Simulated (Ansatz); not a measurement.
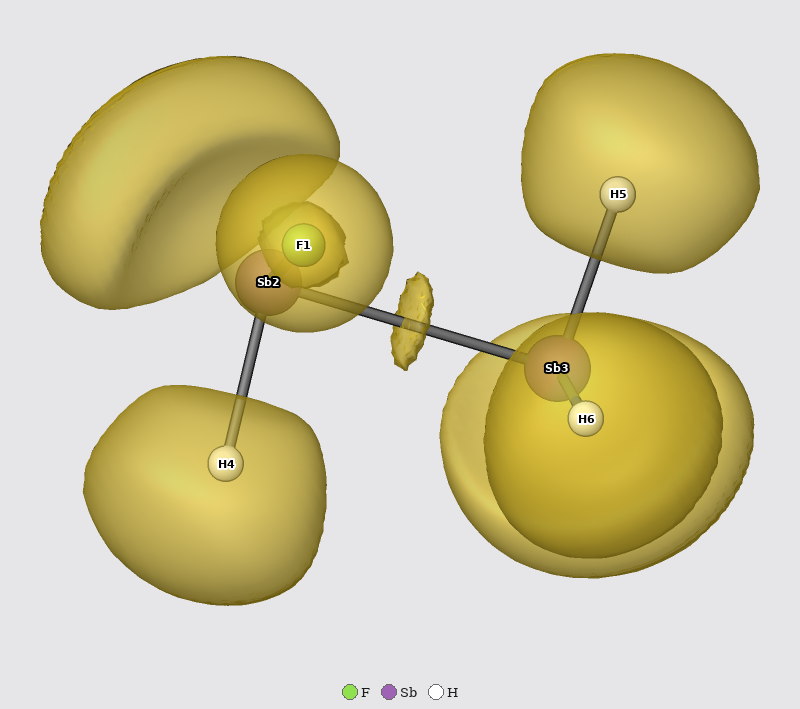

The picture shows: FH3Sb2 (SMILES [F][SbH][SbH2]). Isosurface of the ELF at 0.75 (yellow), seen at a tilt. Only the valence region is drawn (cores and ρ < 0.01 e/Å³ removed).

Geometry: PBE0-D4/def2-TZVP; core potentials replace the inner electrons of Sb.

Method: RKS PBE0-D4/def2-TZVPP (Ansatz).

```tsv
atom	x (Å)	y (Å)	z (Å)
F	-1.9240	-0.6729	-0.1864
Sb	-0.2556	-1.1247	-1.0354
Sb	1.3253	0.8984	0.1675
H	0.2205	-2.1976	0.2193
H	0.4465	2.0895	-0.6840
H	0.2295	0.9432	1.4726
```

> Where are the electrons localised?

The surface consists of one region between bonded Sb–Sb atoms (shared pairs), three regions around hydrogen nuclei, two lobes on Sb, pointing away from the bonds (lone pairs) and one region wrapped around F (its valence shell). Profiles from the grid: Sb–F (1.93 Å): the ELF peaks at about 0.80 in the valence shell of F, 0.5 Å from its nucleus, and drops to about 0.15 between the two atoms. Sb–Sb (2.84 Å): the ELF peaks at about 0.80 between the atoms: localised, covalent bonding.
